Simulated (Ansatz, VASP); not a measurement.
**Ta2N: VASP beside Ansatz**

Aim: how closely do two programs agree when they are given the same cell, functional and k mesh?

Method: plane waves, with VASP 6.6.1 beside it; single point at PBEsol, in Ansatz 0.2.0.

### Step 1. The structure

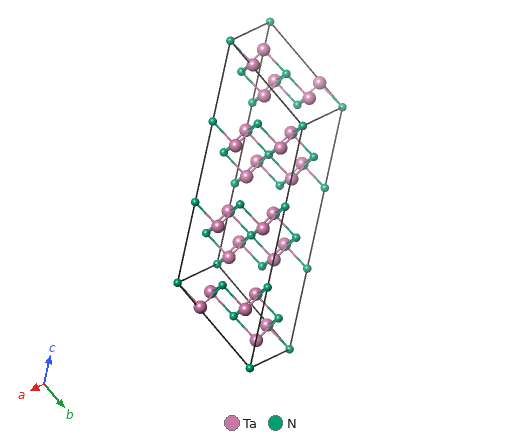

Start, viewed slightly off an axis; tantalum pink, nitrogen teal. Bonds to atoms that aren't drawn are left out. Some periodic images of atoms are drawn too.

Structure file:

```cif
data_structure
_symmetry_space_group_name_H-M 'P 1'
_symmetry_Int_Tables_number 1
_cell_length_a 7.1774
_cell_length_b 7.1774
_cell_length_c 17.0907
_cell_angle_alpha 124.101
_cell_angle_beta 124.101
_cell_angle_gamma 96.315
_cell_volume 474.21
loop_
_atom_site_label
_atom_site_type_symbol
_atom_site_fract_x
_atom_site_fract_y
_atom_site_fract_z
_atom_site_occupancy
Ta1 Ta 0.46046 0.29379 0.16667 1
Ta2 Ta 0.96046 0.79379 0.16667 1
Ta3 Ta 0.96046 0.29379 0.33333 1
Ta4 Ta 0.46046 0.79379 0.33333 1
Ta5 Ta 0.46046 0.29379 0.50000 1
Ta6 Ta 0.96046 0.79379 0.50000 1
Ta7 Ta 0.96046 0.29379 0.66667 1
Ta8 Ta 0.46046 0.79379 0.66667 1
Ta9 Ta 0.46046 0.29379 0.83333 1
Ta10 Ta 0.96046 0.79379 0.83333 1
Ta11 Ta 0.96046 0.29379 0.00000 1
Ta12 Ta 0.46046 0.79379 0.00000 1
Ta13 Ta 0.53954 0.70621 0.16667 1
Ta14 Ta 0.03954 0.20621 0.16667 1
Ta15 Ta 0.03954 0.70621 0.33333 1
Ta16 Ta 0.53954 0.20621 0.33333 1
Ta17 Ta 0.53954 0.70621 0.50000 1
Ta18 Ta 0.03954 0.20621 0.50000 1
Ta19 Ta 0.03954 0.70621 0.66667 1
Ta20 Ta 0.53954 0.20621 0.66667 1
Ta21 Ta 0.53954 0.70621 0.83333 1
Ta22 Ta 0.03954 0.20621 0.83333 1
Ta23 Ta 0.03954 0.70621 0.00000 1
Ta24 Ta 0.53954 0.20621 0.00000 1
N25 N 0.00000 0.00000 0.00000 1
N26 N 0.50000 0.50000 0.00000 1
N27 N 0.50000 0.00000 0.16667 1
N28 N 0.00000 0.50000 0.16667 1
N29 N 0.00000 0.00000 0.33333 1
N30 N 0.50000 0.50000 0.33333 1
N31 N 0.50000 0.00000 0.50000 1
N32 N 0.00000 0.50000 0.50000 1
N33 N 0.00000 0.00000 0.66667 1
N34 N 0.50000 0.50000 0.66667 1
N35 N 0.50000 0.00000 0.83333 1
N36 N 0.00000 0.50000 0.83333 1
```

### Step 2. Ansatz: single point, PBEsol

Ansatz runs on its default PAW (the set named soft_2) files.

A single point gives forces, pressure and levels at one fixed geometry, so differences don't come from the geometry; what else differs is listed under the comparison.

Contents of input.yaml:

```yaml
crystal:
  lattice:
    - [-4.6306974711, 2.6735344314, 4.7879493735]
    - [4.6306974711, -2.6735344314, 4.7879493735]
    - [4.6306974711, 8.0206032942, -14.3638481205]
  atoms:
    - { symbol: Ta, position: [0.4604578058, 0.2937911391, 0.1666666667] }
    - { symbol: Ta, position: [0.9604578058, 0.7937911391, 0.1666666667] }
    - { symbol: Ta, position: [0.9604578058, 0.2937911391, 0.3333333333] }
    - { symbol: Ta, position: [0.4604578058, 0.7937911391, 0.3333333333] }
    - { symbol: Ta, position: [0.4604578058, 0.2937911391, 0.5] }
    - { symbol: Ta, position: [0.9604578058, 0.7937911391, 0.5] }
    - { symbol: Ta, position: [0.9604578058, 0.2937911391, 0.6666666667] }
    - { symbol: Ta, position: [0.4604578058, 0.7937911391, 0.6666666667] }
    - { symbol: Ta, position: [0.4604578058, 0.2937911391, 0.8333333333] }
    - { symbol: Ta, position: [0.9604578058, 0.7937911391, 0.8333333333] }
    - { symbol: Ta, position: [0.9604578058, 0.2937911391, 0.0] }
    - { symbol: Ta, position: [0.4604578058, 0.7937911391, 0.0] }
    - { symbol: Ta, position: [0.5395421942, 0.7062088609, 0.1666666667] }
    - { symbol: Ta, position: [0.0395421942, 0.2062088609, 0.1666666667] }
    - { symbol: Ta, position: [0.0395421942, 0.7062088609, 0.3333333333] }
    - { symbol: Ta, position: [0.5395421942, 0.2062088609, 0.3333333333] }
    - { symbol: Ta, position: [0.5395421942, 0.7062088609, 0.5] }
    - { symbol: Ta, position: [0.0395421942, 0.2062088609, 0.5] }
    - { symbol: Ta, position: [0.0395421942, 0.7062088609, 0.6666666667] }
    - { symbol: Ta, position: [0.5395421942, 0.2062088609, 0.6666666667] }
    - { symbol: Ta, position: [0.5395421942, 0.7062088609, 0.8333333333] }
    - { symbol: Ta, position: [0.0395421942, 0.2062088609, 0.8333333333] }
    - { symbol: Ta, position: [0.0395421942, 0.7062088609, 0.0] }
    - { symbol: Ta, position: [0.5395421942, 0.2062088609, 0.0] }
    - { symbol: "N", position: [0.0, 0.0, 0.0] }
    - { symbol: "N", position: [0.5, 0.5, 0.0] }
    - { symbol: "N", position: [0.5, 0.0, 0.1666666667] }
    - { symbol: "N", position: [0.0, 0.5, 0.1666666667] }
    - { symbol: "N", position: [0.0, 0.0, 0.3333333333] }
    - { symbol: "N", position: [0.5, 0.5, 0.3333333333] }
    - { symbol: "N", position: [0.5, 0.0, 0.5] }
    - { symbol: "N", position: [0.0, 0.5, 0.5] }
    - { symbol: "N", position: [0.0, 0.0, 0.6666666667] }
    - { symbol: "N", position: [0.5, 0.5, 0.6666666667] }
    - { symbol: "N", position: [0.5, 0.0, 0.8333333333] }
    - { symbol: "N", position: [0.0, 0.5, 0.8333333333] }
hamiltonian:
  xc: pbesol
  pseudopotentials: { kind: paw }
kpoints:
  mp_grid: { grid: [5, 5, 5] }
scf:
  occupations: { method: methfessel_paxton, width: 0.2 }
  n_extra_bands: 13
output:
  forces: true
  stress: true
  eigenvalues: true
  write_density: true
  write_potential: true
  elf: true
  volumetric_format: npy
```

Run with:

```sh
> ansatz run input.yaml --threads 8 --pin off --max-ram 18432MiB --backend cpu --events-out ev --progress --plain --runs-dir out
```

Numbers of over 12 decimals in the logs are rounded to 6 here.

Output:

```text
scf.n_extra_bands = 13 over 186 filled bands (N_el = 372.0): the run solves 199 bands
Engine: ansatz 0.2.0, aarch64-unknown-linux-gnu
Pseudopotentials: kind: paw
Pseudopotential: Ta, paw, valence charge 13, recommended cutoff 420 eV (normal), Ta.paw.azcp
Pseudopotential: N, paw, valence charge 5, recommended cutoff 420 eV (normal), N.paw.azcp
Functional definition: PBEsol
  exchange = pbesol_x
  correlation = pbesol_c
Crystal: 36 atoms, lattice volume = 474.211 Å³
Basis set: ecut = 420 eV, 9199 PW (Γ), exchange–correlation on 96×96×240 points (8 copies of the dense FFT grid, shifted against one another)
Bands: 199, of which v1, the nominal top of the filled ones, is band 186 counted from 1 (185 counted from 0)
Symmetry: 48 space group operations
Space group: P-3m1 (ITA 164), of the structure as read, at distance tolerance 7.8e-5 Å
k-points: 39 of 125
Non-local potential: Ta, projectors of the file, l = 0: 3, l = 1: 2, l = 2: 2, l = 3: 1
Non-local potential: N, projectors of the file, l = 0: 2, l = 1: 2, l = 2: 1
PAW form: soft (Blöchl's): semilocal exchange-correlation on the pseudo side does not see the compensation charge
PAW frozen core: Ta, regenerated for the run's functional, and the local potential with it (the file was generated under x = pbe(κ = 0.804, μ = 0.219515), c = pbe(β = 0.066725))
PAW frozen core: N, regenerated for the run's functional, and the local potential with it (the file was generated under x = pbe(κ = 0.804, μ = 0.219515), c = pbe(β = 0.066725))
PAW one-centre angular grid: Ta, 590 points (default); XC on 64 Gauss nodes
PAW one-centre angular grid: N, 110 points (default); XC on 64 Gauss nodes
Initial density: superposition of atomic densities (neutral atoms: chi_scale 0, normalization atom), corrected by the library's trained network
Initial wavefunctions: pseudopotential atomic-orbital guess
Functional: x = pbesol(κ = 0.804, μ = 0.123457), c = pbesol(β = 0.046)
SCF iter   1: F=—  HF=-239931.546886 eV  |F-HF|=—  |Δ(HF+E_count)|=         —  Δρ=1.03e-2  dr2=4.19e-1  ethr=1.77e-3  ⟨swp⟩=4.4  Hψ=30501  notcnv=0
preconditioner: auto → Kerker (q_TF=auto, 2.620 Å⁻¹)  [metal: Δε(μ)=0.019 eV  Ē_g=6.944 eV  σ=0.200 eV  W_gap=0.08  n_scr=132 (ndim 8)  ℏωp=22.9 eV  f_vac=0.000  D(μ)=15.36/eV (n_scr^D=108)]
SCF iter   2: F=—  HF=-239931.452916 eV  |F-HF|=—  |Δ(HF+E_count)|=   9.40e-2  S|Δr|=    0.00e0  Δρ=3.71e-3  dr2=8.15e-2  ethr=1.13e-4  ⟨swp⟩=2.0  Hψ=12897  notcnv=0
SCF iter   3: F=—  HF=-239931.442282 eV  |F-HF|=—  |Δ(HF+E_count)|=   1.06e-2  S|Δr|=    0.00e0  Δρ=2.10e-3  dr2=3.08e-2  ethr=2.19e-5  ⟨swp⟩=1.0  Hψ=7759  notcnv=0
SCF iter   4: F=—  HF=-239931.434488 eV  |F-HF|=—  |Δ(HF+E_count)|=   7.79e-3  S|Δr|=    0.00e0  Δρ=2.34e-4  dr2=3.60e-4  ethr=8.27e-6  ⟨swp⟩=2.0  Hψ=10765  notcnv=0
SCF iter   5: F=—  HF=-239931.434432 eV  |F-HF|=—  |Δ(HF+E_count)|=   5.69e-5  S|Δr|=    0.00e0  Δρ=4.73e-5  dr2=7.68e-6  ethr=9.69e-8  ⟨swp⟩=2.8  Hψ=15387  notcnv=0
SCF iter   6: F=—  HF=-239931.434290 eV  |F-HF|=—  |Δ(HF+E_count)|=   1.41e-4  S|Δr|=    0.00e0  Δρ=8.74e-6  dr2=5.11e-7  ethr=2.06e-9  ⟨swp⟩=2.7  Hψ=14748  notcnv=0
SCF iter   7: F=-239931.434290 eV  HF=-239931.434290 eV  |F-HF|=6.46e-9  |Δ(HF+E_count)|=   1.24e-7  S|Δr|=    0.00e0  Δρ=1.54e-6  dr2=1.32e-8  ethr=2.69e-11  ⟨swp⟩=11.8  Hψ=54604  notcnv=0
SCF 1 converged in 7 iterations: F = -239931.434290 eV  dr2 = 1.32e-8
  greatest PAW one-centre occupation: 1.000 electrons in one spin orbital (limit 2), on the Ta atom at site 11 (counted from 0), in its partial waves of l = 0
SCF converged after 7 iterations
Stability not checked: this state was not tested for a lower state beside it, because cold or Methfessel-Paxton smearing, or corrected tetrahedra, fill the levels in a way that the test cannot read (fill_not_monotonic; see scf.lower_state_search)
Free energy (F): -239931.434290 eV
Harris-Foulkes:  -239931.434290 eV  (|F-HF|=6.46e-9)
Internal energy: -239931.412372 eV  (E = F + TS)
E sigma→0 (E₀):  -239931.428811 eV
Entropy (-TS):   -0.021918 eV (-0.609 meV/atom)
Fermi energy:    20.103691 eV
--- Per-component energies (eV) ---
  E_band       = -1955.685090
  E_kinetic    = 10401.742556
  E_local      = -14568.640029  (includes V_loc(G=0)·N_el)
  E_nonlocal   = 956.054758
  E_hartree    = 5046.790202
  E_xc         = -5945.142701
  E_vxc        = -5833.930532  (∫ρ·V_xc dr)
  E_paw        = -200016.797733  (= ΣΔE_a)
  E_vpaw       = -3004.498167  (= ΣTr[D̂ρ^β])
  E_aug_tail   = 0.005277  (compensation charges beyond the density's cutoff)
  E_ewald      = -35810.889404
  E_core_change = 5.464701  (= ΣΔE_core)
  E_smearing   = -0.021918  (= −TS)
  E_closure    = 0.000000  (closes the sum)
  Σ components = -239931.434290   (vs F -239931.434290, Δ=0.00e0)
--- Forces (eV/Å), atoms counted from 1 ---
  atom   1  Ta    -0.00489242     0.00282464    -0.13120832
  atom   2  Ta    -0.00489242     0.00282464    -0.13120832
  atom   3  Ta    -0.00489242     0.00282464    -0.13120832
  atom   4  Ta    -0.00489242     0.00282464    -0.13120832
  atom   5  Ta    -0.00489242     0.00282464    -0.13120832
  atom   6  Ta    -0.00489242     0.00282464    -0.13120832
  atom   7  Ta    -0.00489242     0.00282464    -0.13120832
  atom   8  Ta    -0.00489242     0.00282464    -0.13120832
  atom   9  Ta    -0.00489242     0.00282464    -0.13120832
  atom  10  Ta    -0.00489242     0.00282464    -0.13120832
  atom  11  Ta    -0.00489242     0.00282464    -0.13120832
  atom  12  Ta    -0.00489242     0.00282464    -0.13120832
  atom  13  Ta     0.00489242    -0.00282464     0.13120832
  atom  14  Ta     0.00489242    -0.00282464     0.13120832
  atom  15  Ta     0.00489242    -0.00282464     0.13120832
  atom  16  Ta     0.00489242    -0.00282464     0.13120832
  atom  17  Ta     0.00489242    -0.00282464     0.13120832
  atom  18  Ta     0.00489242    -0.00282464     0.13120832
  atom  19  Ta     0.00489242    -0.00282464     0.13120832
  atom  20  Ta     0.00489242    -0.00282464     0.13120832
  atom  21  Ta     0.00489242    -0.00282464     0.13120832
  atom  22  Ta     0.00489242    -0.00282464     0.13120832
  atom  23  Ta     0.00489242    -0.00282464     0.13120832
  atom  24  Ta     0.00489242    -0.00282464     0.13120832
[...]
atom  29  N     -0.00000000     0.00000000    -0.00000000
  atom  30  N     -0.00000000    -0.00000000    -0.00000000
  atom  31  N      0.00000000    -0.00000000    -0.00000000
  atom  32  N     -0.00000000     0.00000000    -0.00000000
  atom  33  N      0.00000000    -0.00000000     0.00000000
  atom  34  N      0.00000000     0.00000000     0.00000000
  atom  35  N     -0.00000000    -0.00000000    -0.00000000
  atom  36  N      0.00000000    -0.00000000    -0.00000000
  max |Σ_I F_I| component: 1.19e-15 eV/Å
--- Stress (GPa, compression-positive) ---
       -0.441084      -0.016631       0.228299
       -0.016631      -0.460287      -0.131808
        0.228299      -0.131808       2.243520
  P = ⅓ Tr σ = 0.4474 GPa (4.474 kbar)
--- Band table (eV; the first three rows and the last of 39) ---
  k-point 0: bands = [... 182 lower, 19.8253, 19.8838, 19.8841, 19.9444, 19.9444, 20.3404, 20.3404, 20.3531, ... 9 higher]
  k-point 1: bands = [... 182 lower, 19.8038, 19.8038, 19.9503, 19.9503, 19.9719, 19.9824, 20.1396, 20.2084, ... 9 higher]
  k-point 2: bands = [... 182 lower, 19.6601, 19.6601, 19.8108, 19.8922, 20.1696, 20.1730, 20.1730, 20.3233, ... 9 higher]
  k-point 38: bands = [... 182 lower, 19.1429, 19.2785, 19.3978, 19.6551, 19.9657, 20.2429, 20.3459, 20.6291, ... 9 higher]
```

Elapsed: 83 s, on 8 threads of Arm Neoverse N1, shared host; peak memory 5.4 GiB; 11 min of CPU time.

The column dr2 measures how far the density is from self-consistency, as an energy; F and HF (Harris–Foulkes) agree once it is small.

The run ends at a pressure of 0.45 GPa, with forces up to 0.13 eV/Å.

### Step 3. VASP: single point, PBEsol

The same cell, functional, mesh and smearing now go to VASP, with its own data sets and cutoff.

Lines of VASP's logs that name or quote its potential files are left out, and so is its time.

Contents of INCAR:

```
SYSTEM = Ta2N
PREC = Normal
ENCUT = 400
EDIFF = 1E-05
NELM = 120
ISMEAR = 1
SIGMA = 0.2
LREAL = Auto
ALGO = Fast
GGA = PS
NBANDS = 116
LASPH = .TRUE.
LORBIT = 11
LWAVE = .FALSE.
LCHARG = .FALSE.
KPAR = 4
```

Contents of POSCAR:

```
Ta2N
1.0
   -4.6306974711      2.6735344314      4.7879493735
    4.6306974711     -2.6735344314      4.7879493735
    4.6306974711      8.0206032942    -14.3638481205
Ta N
24 12
Direct
    0.4604578058      0.2937911391      0.1666666667
    0.9604578058      0.7937911391      0.1666666667
    0.9604578058      0.2937911391      0.3333333333
    0.4604578058      0.7937911391      0.3333333333
    0.4604578058      0.2937911391      0.5000000000
    0.9604578058      0.7937911391      0.5000000000
    0.9604578058      0.2937911391      0.6666666667
    0.4604578058      0.7937911391      0.6666666667
    0.4604578058      0.2937911391      0.8333333333
    0.9604578058      0.7937911391      0.8333333333
    0.9604578058      0.2937911391      0.0000000000
    0.4604578058      0.7937911391      0.0000000000
    0.5395421942      0.7062088609      0.1666666667
    0.0395421942      0.2062088609      0.1666666667
    0.0395421942      0.7062088609      0.3333333333
    0.5395421942      0.2062088609      0.3333333333
    0.5395421942      0.7062088609      0.5000000000
    0.0395421942      0.2062088609      0.5000000000
    0.0395421942      0.7062088609      0.6666666667
    0.5395421942      0.2062088609      0.6666666667
    0.5395421942      0.7062088609      0.8333333333
    0.0395421942      0.2062088609      0.8333333333
    0.0395421942      0.7062088609      0.0000000000
    0.5395421942      0.2062088609      0.0000000000
    0.0000000000      0.0000000000      0.0000000000
    0.5000000000      0.5000000000      0.0000000000
    0.5000000000      0.0000000000      0.1666666667
    0.0000000000      0.5000000000      0.1666666667
    0.0000000000      0.0000000000      0.3333333333
    0.5000000000      0.5000000000      0.3333333333
    0.5000000000      0.0000000000      0.5000000000
    0.0000000000      0.5000000000      0.5000000000
    0.0000000000      0.0000000000      0.6666666667
    0.5000000000      0.5000000000      0.6666666667
    0.5000000000      0.0000000000      0.8333333333
    0.0000000000      0.5000000000      0.8333333333
```

Contents of KPOINTS:

```
Automatic mesh
0
Gamma
5 5 5
0 0 0
```

PAW data sets: Ta and N (PBE family, release 64).

Run with:

```sh
> mpirun -np 4 vasp_std
```

Output:

```text
[banner, memory and clock lines left out]
running    4 mpi-ranks, on    1 nodes
[...]
|                                                                             |
|               ----> ADVICE to this user running VASP <----                  |
|                                                                             |
|     You enforced a specific xc type in the INCAR file but a different       |
|     [... a line on the potential file left out ...]
|     I HOPE YOU KNOW WHAT YOU ARE DOING!                                     |
|                                                                             |

 LDA part: xc-table for (Slater+PW92), standard interpolation
 POSCAR, INCAR and KPOINTS ok, starting setup
[...]
entering main loop
       N       E                     dE             d eps       ncg     rms          rms(c)
DAV:   1     0.536903967321E+03    0.53690E+03   -0.70190E+04  9048   0.113E+03
DAV:   2    -0.394721670564E+03   -0.93163E+03   -0.89993E+03 11672   0.240E+02
DAV:   3    -0.474233443815E+03   -0.79512E+02   -0.77210E+02 11936   0.670E+01
DAV:   4    -0.476905466351E+03   -0.26720E+01   -0.26117E+01 12008   0.118E+01
[...]
RMM:  13    -0.439565844461E+03    0.23011E-05   -0.16415E-03 11280   0.815E-02    0.213E-02
RMM:  14    -0.439565915277E+03   -0.70817E-04   -0.69101E-04 12602   0.396E-02    0.184E-02
RMM:  15    -0.439565922586E+03   -0.73082E-05   -0.87316E-05  9594   0.159E-02
   1 F= -.43956592E+03 E0= -.43955888E+03  d E =-.211133E-01
```

From OUTCAR (step 3):

```text
  Total       -7.0599257     -7.0883425     -0.8369471     -0.0246097     -0.3986930      0.6905566
  in kB      -23.8527790    -23.9487884     -2.8277229     -0.0831466     -1.3470305      2.3331258
  external PRESSURE =     -16.8764301 kB  Pullay stress =       0.0000000 kB

 POSITION                                       TOTAL-FORCE (eV/Angst)
 -----------------------------------------------------------------------------------
      0.00000      1.78236      1.21733        -0.005416      0.003127      0.001981
      0.00000      1.78236      6.00528        -0.005416      0.003127      0.001981
     -1.54357      4.45589      1.21733        -0.005416      0.003127      0.001981
      3.08713      1.78236      1.21733        -0.005416      0.003127      0.001981
      1.54357      4.45589     -3.57062        -0.005416      0.003127      0.001981
      1.54357      4.45589      1.21733        -0.005416      0.003127      0.001981
      0.00000      7.12943     -3.57062        -0.005416      0.003127      0.001981
      4.63070      4.45589     -3.57062        -0.005416      0.003127      0.001981
      3.08713      7.12943     -8.35857        -0.005416      0.003127      0.001981
      3.08713      7.12943     -3.57062        -0.005416      0.003127      0.001981
     -3.08713      1.78236      6.00528        -0.005416      0.003127      0.001981
      1.54357     -0.89118      6.00528        -0.005416      0.003127      0.001981
      1.54357      0.89118      3.57062         0.005416     -0.003127     -0.001981
      1.54357      0.89118     -1.21733         0.005416     -0.003127     -0.001981
[...]
-----------------------------------------------------------------------------------
    total drift:                                0.000000      0.000000     -0.000000

  FREE ENERGIE OF THE ION-ELECTRON SYSTEM (eV)
  ---------------------------------------------------
  free  energy   TOTEN  =      -439.5659225856 eV

  energy  without entropy=     -439.5448093335  energy(sigma->0) =     -439.55888483

[... 2 further parts left out ...]
[key lines of the parts left out:]
E-fermi :   7.8361
```

The run ends at a pressure of -1.69 GPa, with forces up to 0.0066 eV/Å.

### Step 4. Side by side

Known differences besides the PAW data sets themselves: the data sets hold 372 valence electrons in Ansatz (default PAW (the set named soft_2) files) and 180 in VASP; the cutoff is 420 eV in Ansatz and 400 eV in VASP (PREC = Normal, projectors in real space); Ansatz makes its cores anew for this functional, VASP keeps those of its PBE data sets. Total energies have different zeros and are not compared.

Compared:

| quantity | Ansatz | VASP | difference |
| --- | --- | --- | --- |
| pressure (GPa) | 0.45 | -1.69 | +2.14 |

At this near-relaxed geometry the largest component of a force difference is 133 meV/Å. Ansatz's pressure holds a Pulay correction of 0.30 GPa; VASP's holds none.

### Step 5. Looking for the cause

The difference is large enough to ask for its cause, so further runs change the set-up of one program at a time, as the table lists.

| run | r.m.s. force difference (meV/Å) |
| --- | --- |
| as above | 63 |
| cores kept as stored, as VASP does, whose cores stay as stored | 64 |
| norm-conserving potentials (cutoff 1143 eV) | 63 |

### Step 6. What came out

```
r.m.s. force difference (single point, PBEsol) : 63 meV/Å
difference in pressure (single point, PBEsol)  : 2.1 GPa
```

What this shows: The r.m.s. force difference is 63 meV/Å (single point, PBEsol), beyond the 12 meV/Å picked in this series as the mark of a large difference. Also far apart in the single point, PBEsol pair: the difference in pressure, 2.1 GPa. For single point, PBEsol: no further run halves the r.m.s. force difference; only Ansatz's side was varied. 1 further run on this material is not shown. Differences of this kind measure data sets and numerical settings, not the functional's error against experiment.

[Lines on the potential files, build, host, timing and source positions are cut from VASP's logs without a mark.]

[Logs are printed without paths, hosts, clocks, repeated set-up lines and the standing remarks that a program may print on its own settings, such as how far it seeks lower states.]

[Hosts, paths, dates, database ids (printed as entryN), source tags and the programs' standing remarks are cut or masked in the printed files.]
